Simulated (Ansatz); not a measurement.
**NaCoS2: relaxing a made-up structure**

This structure for NaCoS2 is made up. Its elements were placed in a known structure type with a cell scaled to their sizes. What cell does the guess relax to, and how far off was it?

Main program and level: Ansatz 0.2.0; DFT, PBE, plane-wave PAW, files of the set soft_1, scalar-relativistic, ferromagnetic start, cell and ions relaxed at zero pressure; PAW set soft_1, in the first sound run; inputs show where later runs differ.

## 1. Starting point

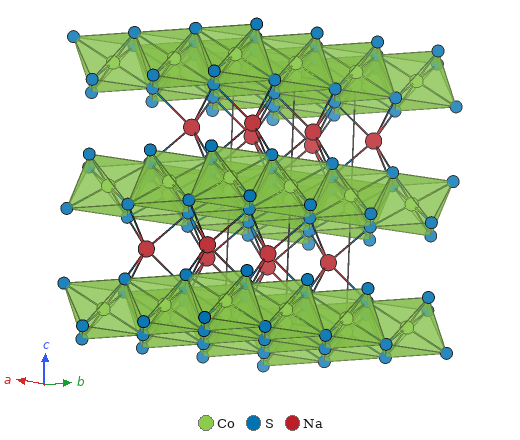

The starting structure, seen from a free direction (cobalt green, sulfur blue, sodium red). 3×2×1 cells are drawn. Some periodic images of atoms are drawn too.

## 2. Relaxation of the guess

The guess takes its coordinates from another compound and its volume from a rule, so the cell and any free coordinates are relaxed together.

The input, input.yaml:

```yaml
crystal:
  lattice:
    - [3.456, 0.0, 0.0]
    - [-1.728, 2.992983795, 0.0]
    - [0.0, 0.0, 12.362]
  atoms:
    - { symbol: Co, position: [0.0, 0.0, 0.0], spin: 2.0 }
    - { symbol: Co, position: [0.0, 0.0, 0.5], spin: 2.0 }
    - { symbol: S, position: [0.333333333, 0.666666667, 0.0983] }
    - { symbol: S, position: [0.666666667, 0.333333333, 0.9017] }
    - { symbol: S, position: [0.666666667, 0.333333333, 0.5983] }
    - { symbol: S, position: [0.333333333, 0.666666667, 0.4017] }
    - { symbol: Na, position: [0.333333333, 0.666666667, 0.75] }
    - { symbol: Na, position: [0.666666667, 0.333333333, 0.25] }
magnetization:
  spin_polarized: true
kpoints:
  mp_grid: { grid: [9, 9, 3] }
scf:
  occupations: { method: fermi_dirac, width: 0.05 }
hamiltonian:
  xc: pbe
  pseudopotentials: { kind: paw, azcp: { folder: soft_1 } }
relax:
  f_tol: 0.015
  max_steps: 70
  cell: {}
output:
  forces: true
  stress: true
```

Run with:

```bash
ansatz run input.yaml --threads 4 --pin off --max-ram 10240MiB --backend cpu --events-out ev --progress --plain --runs-dir out
```

Numbers of over 12 decimals in the logs are rounded to 6 here.

Log:

```text
Engine: ansatz 0.2.0, x86_64-unknown-linux-gnu
Pseudopotentials: kind: paw
Pseudopotential: Co, paw, valence charge 17, recommended cutoff 420 eV (normal), soft_1/Co.paw.azcp
Pseudopotential: S, paw, valence charge 6, recommended cutoff 420 eV (normal), soft_1/S.paw.azcp
Pseudopotential: Na, paw, valence charge 9, recommended cutoff 420 eV (normal), soft_1/Na.paw.azcp
Functional definition: PBE
  parameter kappa = 0.804
  parameter beta = 0.066725
  exchange = pbe_x(kappa = kappa, mu = beta*pi^2/3)
  correlation = pbe_c(beta = beta)
Crystal: 8 atoms, lattice volume = 127.869 Å³
Basis set: ecut = 420 eV, 2495 PW (Γ), exchange–correlation on 48×48×180 points (8 copies of the dense FFT grid, shifted against one another)
Bands: 48, of which v1, the nominal top of the filled ones, is band 38 counted from 1 (37 counted from 0)
Symmetry: 24 space group operations
Space group: P63/mmc (ITA 194), of the structure as read, at distance tolerance 5.0e-5 Å
Magnetic group: BNS 194.263 (UNI 1493), of the structure as read, at distance tolerance 5.0e-5 Å
k-points: 24 of 243
Non-local potential: Co, projectors of the file, l = 0: 3, l = 1: 2, l = 2: 3, l = 3: 1
Non-local potential: S, projectors of the file, l = 0: 2, l = 1: 2, l = 2: 1
Non-local potential: Na, projectors of the file, l = 0: 3, l = 1: 2, l = 2: 1
PAW form: soft (Blöchl's): semilocal exchange-correlation on the pseudo side does not see the compensation charge
PAW one-centre angular grid: Co, 590 points (default); XC on 64 Gauss nodes
PAW one-centre angular grid: S, 110 points (default); XC on 64 Gauss nodes
PAW one-centre angular grid: Na, 110 points (default); XC on 64 Gauss nodes
Initial density: superposition of atomic densities (chi_scale 0.1, normalization cell, long waves kept (reshape's long-wave potential 0.13 eV rms))
Starting moments: Σ|m| = 4 μB on 2 of 8 sites
Initial wavefunctions: pseudopotential atomic-orbital guess
Functional: x = pbe(κ = 0.804, μ = 0.219515), c = pbe(β = 0.066725)
SCF iter   1: F=—  HF=-16836.877398 eV  |F-HF|=—  |Δ(HF+E_count)|=         —  Δρ=3.08e-2 (↑2.81e-2 ↓3.08e-2)  dr2=4.88e0  dr2_m=3.94e-2  M=3.574 μB ∫|m|=3.700 μB  β_m=0.30  ethr=3.10e-3  ⟨swp⟩=8.1  Hψ=9768  notcnv=0  defer=16
Mixer restart at iter 1: flushing history
preconditioner: auto → Kerker (q_TF=auto, 2.502 Å⁻¹)  [metal: Δε(μ)=0.001 eV  Ē_g=8.310 eV  σ=0.050 eV  W_gap=0.00  n_scr=38 (ndim 8)  ℏωp=21.8 eV  f_vac=0.000  D(μ)=14.90/eV (n_scr^D=228)]
spin=Collinear: Kerker preconditioning applied to the charge; magnetization (m = ρ↑ − ρ↓) channel mixes plain (no charge-response kernel on spin).
SCF iter   2: F=—  HF=-16836.659473 eV  |F-HF|=—  |Δ(HF+E_count)|=   2.18e-1  Δρ=2.79e-2 (↑1.95e-2 ↓2.79e-2)  dr2=2.90e0  dr2_m=1.40e-1  M=3.210 μB ∫|m|=3.460 μB  β_m=0.61  ethr=3.10e-3  ⟨swp⟩=2.0  Hψ=2945  notcnv=0  defer=105
SCF iter   3: F=—  HF=-16837.489149 eV  |F-HF|=—  |Δ(HF+E_count)|=   8.30e-1  Δρ=2.84e-2 (↑2.84e-2 ↓2.30e-2)  dr2=2.38e-1  dr2_m=7.25e-1  M=1.794 μB ∫|m|=2.618 μB  β_m=0.82  ethr=3.10e-3  ⟨swp⟩=3.0  Hψ=4294  notcnv=0  defer=121
SCF iter   4: F=—  HF=-16839.006513 eV  |F-HF|=—  |Δ(HF+E_count)|=         —  Δρ=7.47e-2 (↑6.11e-2 ↓7.47e-2)  dr2=3.00e-1  dr2_m=5.34e0  M=0.001 μB ∫|m|=0.326 μB  β_m=1.00  ethr=3.13e-4  ⟨swp⟩=3.1  Hψ=5102  notcnv=0  defer=146  κ⁻¹=7.5e-3(r=2)
SCF iter   5: F=—  HF=-16838.377612 eV  |F-HF|=—  |Δ(HF+E_count)|=   6.29e-1  Δρ=1.35e-2 (↑7.29e-3 ↓1.35e-2)  dr2=1.66e-1  dr2_m=9.18e-2  M=0.000 μB ∫|m|=0.088 μB  β_m=0.82  ethr=6.58e-5  ⟨swp⟩=3.0  Hψ=4995  notcnv=0  defer=146
SCF iter   6: F=—  HF=-16838.523542 eV  |F-HF|=—  |Δ(HF+E_count)|=   1.46e-1  Δρ=1.79e-2 (↑1.79e-2 ↓8.97e-3)  dr2=6.46e-1  dr2_m=2.72e-2  M=-0.000 μB ∫|m|=0.031 μB  β_m=0.26  ethr=6.58e-5  ⟨swp⟩=2.8  Hψ=4763  notcnv=0  defer=154  recentre
SCF iter   7: F=—  HF=-16838.394613 eV  |F-HF|=—  |Δ(HF+E_count)|=   1.29e-1  Δρ=4.51e-3 (↑2.19e-3 ↓4.51e-3)  dr2=5.95e-2  dr2_m=4.21e-3  M=0.000 μB ∫|m|=0.028 μB  β_m=0.46  ethr=6.58e-5  ⟨swp⟩=3.3  Hψ=5051  notcnv=0  defer=109
SCF iter   8: F=—  HF=-16838.431390 eV  |F-HF|=—  |Δ(HF+E_count)|=   3.68e-2  Δρ=4.63e-3 (↑4.18e-3 ↓4.63e-3)  dr2=4.71e-3  dr2_m=2.14e-2  M=-0.000 μB ∫|m|=0.025 μB  β_m=0.73  ethr=6.58e-5  ⟨swp⟩=2.5  Hψ=3800  notcnv=0  defer=108
SCF iter   9: F=—  HF=-16838.431754 eV  |F-HF|=—  |Δ(HF+E_count)|=   3.63e-4  Δρ=2.40e-3 (↑2.40e-3 ↓1.48e-3)  dr2=2.14e-2  dr2_m=3.95e-4  M=-0.000 μB ∫|m|=0.008 μB  β_m=0.84  ethr=6.19e-6  ⟨swp⟩=2.1  Hψ=4408  notcnv=0  defer=108
SCF iter  10: F=—  HF=-16838.431253 eV  |F-HF|=—  |Δ(HF+E_count)|=   5.00e-4  Δρ=3.23e-3 (↑1.93e-3 ↓3.23e-3)  dr2=4.43e-3  dr2_m=7.55e-3  M=0.000 μB ∫|m|=0.019 μB  β_m=0.91  ethr=6.19e-6  ⟨swp⟩=2.0  Hψ=3852  notcnv=0  defer=108
SCF iter  11: F=—  HF=-16838.431922 eV  |F-HF|=—  |Δ(HF+E_count)|=   6.69e-4  Δρ=9.11e-4 (↑9.11e-4 ↓7.18e-4)  dr2=9.53e-5  dr2_m=7.51e-4  M=0.000 μB ∫|m|=0.007 μB  β_m=0.96  ethr=5.83e-6  ⟨swp⟩=2.0  Hψ=3245  notcnv=0  defer=108
SCF iter  12: F=—  HF=-16838.431905 eV  |F-HF|=—  |Δ(HF+E_count)|=   1.75e-5  Δρ=2.87e-4 (↑1.49e-4 ↓2.87e-4)  dr2=5.02e-5  dr2_m=5.10e-5  M=-0.000 μB ∫|m|=0.001 μB  β_m=0.98  ethr=1.25e-7  ⟨swp⟩=2.6  Hψ=3871  notcnv=0  defer=108
SCF iter  13: F=—  HF=-16838.431888 eV  |F-HF|=—  |Δ(HF+E_count)|=   1.62e-5  Δρ=6.00e-5 (↑6.00e-5 ↓2.14e-5)  dr2=5.86e-6  dr2_m=1.51e-6  M=-0.000 μB ∫|m|=0.000 μB  β_m=0.99  ethr=6.60e-8  ⟨swp⟩=2.0  Hψ=3165  notcnv=0  defer=108
SCF iter  14: F=—  HF=-16838.431890 eV  |F-HF|=—  |Δ(HF+E_count)|=   1.41e-6  Δρ=9.72e-6 (↑9.72e-6 ↓7.70e-6)  dr2=9.47e-7  dr2_m=2.80e-9  M=-0.000 μB ∫|m|=0.000 μB  β_m=0.99  ethr=7.71e-9  ⟨swp⟩=2.0  Hψ=3043  notcnv=0  defer=108
SCF iter  15: F=—  HF=-16838.431890 eV  |F-HF|=—  |Δ(HF+E_count)|=   8.12e-8  Δρ=4.72e-6 (↑4.72e-6 ↓3.98e-6)  dr2=1.01e-7  dr2_m=2.75e-10  M=0.000 μB ∫|m|=0.000 μB  β_m=1.00  ethr=1.25e-9  ⟨swp⟩=2.0  Hψ=3136  notcnv=0  defer=108
SCF iter  16: F=—  HF=-16838.431890 eV  |F-HF|=—  |Δ(HF+E_count)|=   2.64e-8  Δρ=2.33e-6 (↑2.33e-6 ↓1.79e-6)  dr2=2.07e-8  dr2_m=1.12e-10  M=-0.000 μB ∫|m|=0.000 μB  β_m=1.00  ethr=1.33e-10  ⟨swp⟩=2.0  Hψ=3177  notcnv=0  defer=108
SCF iter  17: F=-16838.431890 eV  HF=-16838.431890 eV  |F-HF|=6.77e-10  |Δ(HF+E_count)|=   5.14e-9  Δρ=4.19e-7 (↑4.19e-7 ↓3.64e-7)  dr2=1.21e-9  dr2_m=9.48e-12  M=0.000 μB ∫|m|=0.000 μB  ethr=2.72e-11  ⟨swp⟩=2.0  Hψ=6976  notcnv=0
[...]
SCF 3 converged in 8 iterations: F = -16838.742959 eV  dr2 = 8.10e-9
  greatest PAW one-centre occupation: 1.000 electrons in one spin orbital (limit 2), on the Co atom at site 1 (counted from 0), in its partial waves of l = 0
relax step   3: F+E_penalty+E_count = -16838.74295916 eV  Δ(F+E_penalty+E_count) = -3.042e-2 eV  max|allowed force component| = 2.604e-2 eV/Å  Δτ_max = 0.0097 Å  P = +0.064 GPa  Ω = 132.337 Å³  energy of the carried Pulay correction = -1.184e-3 eV  (8 SCF iters, dr2 threshold 8.00e-7 eV, accepted)
[...]
relax step   4: F+E_penalty+E_count = -16838.74312635 eV  Δ(F+E_penalty+E_count) = -1.672e-4 eV  max|allowed force component| = 1.765e-3 eV/Å  Δτ_max = 0.0018 Å  P = -0.001 GPa  Ω = 132.381 Å³  energy of the carried Pulay correction = -1.196e-3 eV  (8 SCF iters, dr2 threshold 7.94e-8 eV, accepted)
Initial wavefunctions: pseudopotential atomic-orbital guess (no wavefunctions were taken with the density)
iter 1 solved again at ethr=9.98e-7 eV; its pass at ethr=3.10e-3 eV (dr2=7.59e-4 eV) is discarded
SCF iter   1: F=—  HF=-16838.743861 eV  |F-HF|=—  |Δ(HF+E_count)|=         —  Δρ=9.09e-5 (↑9.09e-5 ↓9.09e-5)  dr2=6.96e-6  dr2_m=1.87e-12  M=-0.000 μB ∫|m|=0.000 μB  β_m=0.65  ethr=9.98e-7  ⟨swp⟩=3.8  Hψ=16249  notcnv=0
preconditioner: auto → Resta (q_TF=auto, 2.487 Å⁻¹)  ε∞=4.6  [insulator: Δε(μ)=0.670 eV  Ē_g=12.706 eV  σ=0.050 eV  W_gap=1.00  n_scr=40 (ndim 8)  ℏωp=24.2 eV  f_vac=0.052  D(μ)=0.01/eV (n_scr^D=0)  ε∞_Penn≈4.6]
spin=Collinear: Resta preconditioning applied to the charge; magnetization (m = ρ↑ − ρ↓) channel mixes plain (no charge-response kernel on spin).
SCF iter   2: F=—  HF=-16838.744375 eV  |F-HF|=—  |Δ(HF+E_count)|=   5.14e-4  Δρ=3.41e-5 (↑3.41e-5 ↓3.41e-5)  dr2=5.56e-7  dr2_m=5.13e-13  M=0.000 μB ∫|m|=0.000 μB  β_m=0.48  ethr=9.16e-9  ⟨swp⟩=2.1  Hψ=3370  notcnv=0
SCF iter   3: F=—  HF=-16838.744423 eV  |F-HF|=—  |Δ(HF+E_count)|=   4.83e-5  Δρ=1.91e-5 (↑1.91e-5 ↓1.91e-5)  dr2=1.36e-7  dr2_m=1.67e-13  M=0.000 μB ∫|m|=0.000 μB  β_m=0.48  ethr=7.32e-10  ⟨swp⟩=2.0  Hψ=4140  notcnv=0
SCF iter   4: F=—  HF=-16838.744444 eV  |F-HF|=—  |Δ(HF+E_count)|=   2.15e-5  Δρ=9.95e-6 (↑9.95e-6 ↓9.95e-6)  dr2=1.06e-7  dr2_m=4.88e-14  M=0.000 μB ∫|m|=0.000 μB  β_m=0.74  ethr=1.79e-10  ⟨swp⟩=2.4  Hψ=3216  notcnv=0
SCF iter   5: F=—  HF=-16838.744451 eV  |F-HF|=—  |Δ(HF+E_count)|=   6.84e-6  Δρ=5.57e-6 (↑5.57e-6 ↓5.57e-6)  dr2=1.32e-7  dr2_m=8.88e-14  M=0.000 μB ∫|m|=0.000 μB  β_m=0.84  ethr=1.40e-10  ⟨swp⟩=2.0  Hψ=3340  notcnv=0
SCF iter   6: F=—  HF=-16838.744452 eV  |F-HF|=—  |Δ(HF+E_count)|=   6.23e-7  Δρ=2.12e-6 (↑2.12e-6 ↓2.11e-6)  dr2=1.98e-8  dr2_m=5.75e-14  M=0.000 μB ∫|m|=0.000 μB  β_m=0.80  ethr=1.40e-10  ⟨swp⟩=2.8  Hψ=4132  notcnv=0
SCF iter   7: F=—  HF=-16838.744452 eV  |F-HF|=—  |Δ(HF+E_count)|=   6.34e-8  Δρ=6.22e-7 (↑6.22e-7 ↓6.16e-7)  dr2=2.14e-9  dr2_m=1.78e-14  M=0.000 μB ∫|m|=0.000 μB  β_m=0.84  ethr=2.60e-11  ⟨swp⟩=2.2  Hψ=3950  notcnv=0
SCF iter   8: F=—  HF=-16838.744457 eV  |F-HF|=—  |Δ(HF+E_count)|=   5.36e-6  Δρ=2.68e-7 (↑2.68e-7 ↓2.67e-7)  dr2=3.61e-10  dr2_m=2.22e-15  M=0.000 μB ∫|m|=0.000 μB  β_m=0.78  ethr=2.82e-12  ⟨swp⟩=3.1  Hψ=4862  notcnv=0
SCF iter   9: F=—  HF=-16838.744457 eV  |F-HF|=—  |Δ(HF+E_count)|=  6.29e-10  Δρ=1.53e-7 (↑1.53e-7 ↓1.53e-7)  dr2=1.10e-10  dr2_m=1.61e-15  M=0.000 μB ∫|m|=0.000 μB  β_m=0.89  ethr=1.00e-12  ⟨swp⟩=2.2  Hψ=3032  notcnv=0
SCF iter  10: F=-16838.744457 eV  HF=-16838.744457 eV  |F-HF|=4.00e-11  |Δ(HF+E_count)|=  3.60e-10  Δρ=1.09e-7 (↑1.09e-7 ↓1.08e-7)  dr2=6.07e-11  dr2_m=8.12e-17  M=0.000 μB ∫|m|=0.000 μB  ethr=1.00e-12  ⟨swp⟩=3.3  Hψ=7580  notcnv=0
the starting moments were not kept: the SCF closed with an absolute magnetisation of 1.4e-8 μB, where they sum to 4 μB in size (2 sites). That is at most 0.1 of that sum. Measured as dr2_m measures the in/out step, that magnetisation stands 6.3e-17 eV from none, at or under the dr2_threshold of 8.0e-11 eV: it is no larger than a step whose dr2_m would equal this threshold.
SCF 5 converged in 10 iterations: F = -16838.744457 eV  dr2 = 6.07e-11
relax step   5: F+E_penalty+E_count = -16838.74445727 eV  Δ(F+E_penalty+E_count) = -1.331e-3 eV  max|allowed force component| = 1.924e-3 eV/Å  Δτ_max = 0.0000 Å  P = +0.004 GPa  Ω = 132.381 Å³  stress off target by 6.43e-3 GPa  SCF on the basis re-selected at this cell (its energy is not comparable with the rows above)  (10 SCF iters)
basis re-selected at this cell: Δ(F+E_penalty+E_count) = -1.331e-3 eV, ΔP = +0.005 GPa vs the last step (what re-selecting the basis moved, of the pressure what is left beyond the Pulay correction that the steps carried, after the strain that the cell walked since its last selection, with what the two solves' SCF thresholds leave and, on support functions, any second-order correction that the steps lacked; it is no m [...]
SCF converged after 10 iterations
Magnetization: 0.0000 μB (38.0000 up, 38.0000 down)
Absolute magnetization: 0.0000 μB (∫|ρ↑−ρ↓|, with the PAW one-centre terms)
Spin contamination: 0.0000 ħ² per cell (⟨S²⟩ above its minimum at these occupations)
Per-site moments (μB) at R_I (Å): [(3.409800676309001e-9, 0.946232), (3.4098007463883253e-9, 0.946232), (-1.3727052796157374e-9, 0.946232), (-1.3727053213739569e-9, 0.946232), (-1.3727053099660981e-9, 0.946232), (-1.3727053301113271e-9, 0.946232), (2.7298917316997913e-11, 1.185421), (2.729880946747546e-11, 1.185421)]
Free energy (F): -16838.744457 eV
Harris-Foulkes:  -16838.744457 eV  (|F-HF|=4.00e-11)
Internal energy: -16838.744305 eV  (E = F + TS)
E sigma→0 (E₀):  -16838.744381 eV
Entropy (-TS):   -0.000152 eV (-0.019 meV/atom)
Fermi energy:    8.564418 eV
--- Per-component energies (eV) ---
  E_band       = -1139.441983
  E_kinetic    = 1241.011045
  E_local      = -11966.110567  (includes V_loc(G=0)·N_el)
  E_nonlocal   = 1564.301936
  E_hartree    = 5018.976405
  E_xc         = -616.860369
  E_vxc        = -667.223539  (∫ρ·V_xc dr)
  E_paw        = -6166.151766  (= ΣΔE_a)
  E_vpaw       = -1349.374546  (= ΣTr[D̂ρ^β])
  E_aug_tail   = -0.000028  (compensation charges beyond the density's cutoff)
  E_ewald      = -5913.910960
  E_smearing   = -0.000152  (= −TS)
  E_closure    = -0.000000  (closes the sum)
  Σ components = -16838.744457   (vs F -16838.744457, Δ=0.00e0)
--- Forces (eV/Å), atoms counted from 1 ---
  atom   1  Co    -0.00000000     0.00000000    -0.00000000
  atom   2  Co     0.00000000     0.00000000     0.00000000
  atom   3  S      0.00000000     0.00000000    -0.00192381
  atom   4  S      0.00000000    -0.00000000     0.00192381
  atom   5  S      0.00000000    -0.00000000    -0.00192381
  atom   6  S      0.00000000     0.00000000     0.00192381
  atom   7  Na     0.00000000    -0.00000000     0.00000000
  atom   8  Na    -0.00000000     0.00000000     0.00000000
  max |Σ_I F_I| component: 1.73e-17 eV/Å
--- Stress (GPa, compression-positive) ---
        0.002717       0.000000       0.000000
       -0.000000       0.002717       0.000000
        0.000000       0.000000       0.006428
  P = ⅓ Tr σ = 0.0040 GPa (0.040 kbar)
--- Relaxed structure (4 steps of the walk, 4 accepted, 1 SCFs on fresh bases) ---
  F+E_penalty+E_count = -16838.74445727 eV   max|allowed force component| = 1.924e-3 eV/Å   (the final SCF, on the basis selected at the relaxed cell)
  cell:  # Å, volume = 132.3809 Å³
    - [3.455153, 0, 0.0]
    - [-1.727577, 2.992250, 0.0]
    - [0.0, 0.0, 12.804423]
  atoms:
    - { symbol: Co, position: [0, 0, 0] }
    - { symbol: Co, position: [0, 0, 0.500000] }
    - { symbol: S, position: [0.333333, 0.666667, 0.088447] }
    - { symbol: S, position: [0.666667, 0.333333, 0.911553] }
    - { symbol: S, position: [0.666667, 0.333333, 0.588447] }
    - { symbol: S, position: [0.333333, 0.666667, 0.411553] }
    - { symbol: Na, position: [0.333333, 0.666667, 0.750000] }
    - { symbol: Na, position: [0.666667, 0.333333, 0.250000] }
```

It took 14 s on 4 threads of Intel Xeon 6975P-C (Granite Rapids), shared host; peak memory 0.65 GiB.

The steps of the relaxation:

| step | energy less that of the first step (eV) | largest force component (eV/Å) | pressure (GPa) | volume (Å³) |
| --- | --- | --- | --- | --- |
| 1 | 0.0000 | 1.2575 | -0.29 | 127.87 |
| 2 | -0.2807 | 0.1000 | -1.30 | 133.52 |
| 3 | -0.3111 | 0.0260 | 0.06 | 132.34 |
| 4 | -0.3112 | 0.0018 | 0.00 | 132.38 |
| 5* | -0.3126 | 0.0019 | 0.00 | 132.38 |

Relaxation steps marked * repeat the geometry before them on a plane-wave basis chosen anew for their cell, so energy and pressure can jump there.

Forces are held to the 24 operations that the run works with; a distortion that breaks them can't arise in this run.

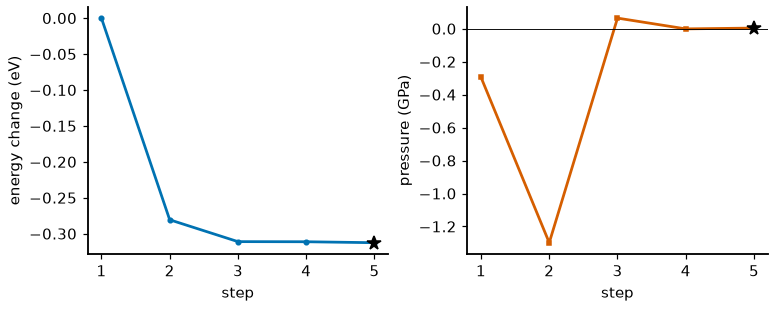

Energy and pressure along the relaxation. Stars mark steps on a basis chosen anew.

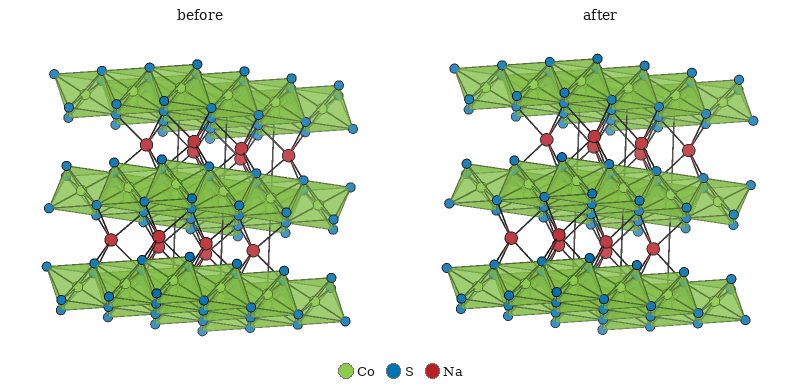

Before and after, at one scale.

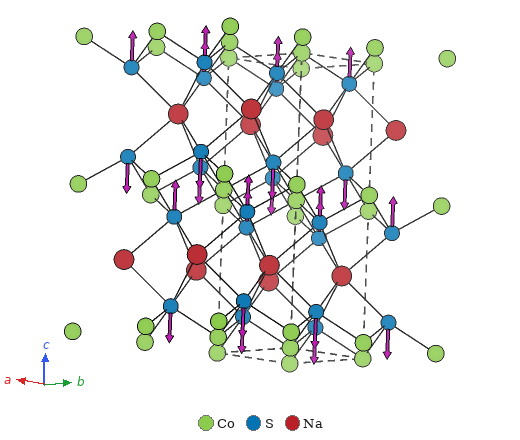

Displacements in the relaxation, exaggerated, measured against the changing cell; the longest in the cell stands for 0.13 Å. Bonds to atoms that aren't drawn are left out. 3×2×1 cells are drawn. Some periodic images of atoms are drawn too.

| conventional cell, symmetrised | before | after | change |
| --- | --- | --- | --- |
| a (Å) | 3.456 | 3.455 | -0.0 % |
| b (Å) | 3.456 | 3.455 | -0.0 % |
| c (Å) | 12.362 | 12.804 | +3.6 % |
| volume (Å³/atom) | 15.98 | 16.55 | +3.5 % |

The atoms that moved most (Å, as changes of fractional coordinates times the final cell):

| atom | dx | dy | dz | length |
| --- | --- | --- | --- | --- |
| S5 | 0.000 | 0.000 | -0.126 | 0.126 |
| S3 | 0.000 | 0.000 | -0.126 | 0.126 |
| S6 | 0.000 | 0.000 | 0.126 | 0.126 |
| S4 | 0.000 | 0.000 | 0.126 | 0.126 |

Numbers from this step:

| Quantity | Value |
| --- | --- |
| free energy | -16838.7445 eV |
| energy at zero smearing | -16838.7444 eV |
| Fermi energy | 8.564 eV |
| gap by band count | 0.6697 eV |
| electrons | 76 |
| symmetry operations | 24 |
| pressure | 0.003954 GPa |

The shortest distance of each pair, which need not be the same contact before and after:

| pair | guess (Å) | relaxed (Å) |
| --- | --- | --- |
| Co–S | 2.336 | 2.294 |
| Na–S | 2.738 | 2.874 |
| S–S | 3.145 | 3.018 |
| Co–Co | 3.456 | 3.455 |
| Na–Na | 3.456 | 3.455 |

The relaxation ends with a largest force component of 0.0019 eV/Å and a pressure of 0.00 GPa. The starting moments have collapsed: the run ends non-magnetic.

[end of part 1 of 2]

[Logs are printed without paths, hosts, clocks, repeated set-up lines and the standing remarks that a program may print on its own settings, such as how far it seeks lower states.]

[Hosts, paths, dates, database ids (printed as entryN), source tags and the programs' standing remarks are cut or masked in the printed files.]
